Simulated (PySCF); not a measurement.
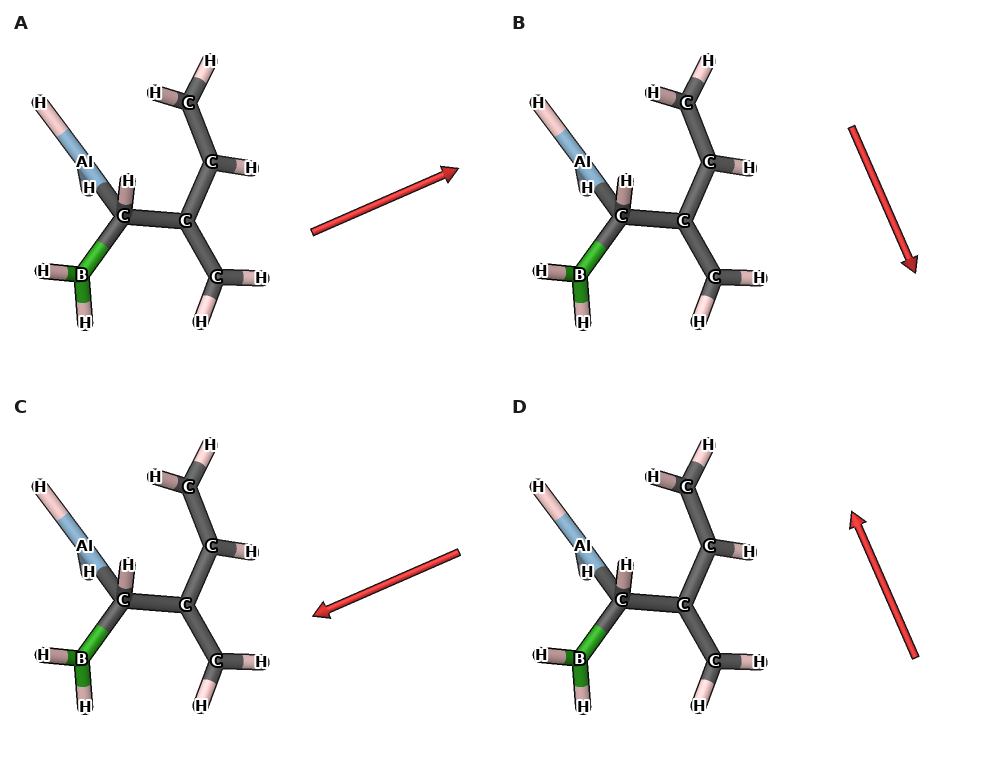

The same molecule four times, each with an arrow. The computed structure is the end point of a GFN2-xTB optimisation. No frequency run is at hand to confirm it as a minimum. Properties computed with PBE0/pcSseg-1, gas phase (PySCF 2.14.0).

### Which arrow points along the dipole moment, from the negative to the positive end?

A. The dipole moment is 2.76 D.

The geometry is semi-empirical. Around Al, B such bond lengths and angles can be off by a tenth of an ångström or more and by several degrees, and values that hang on the shape move with them.
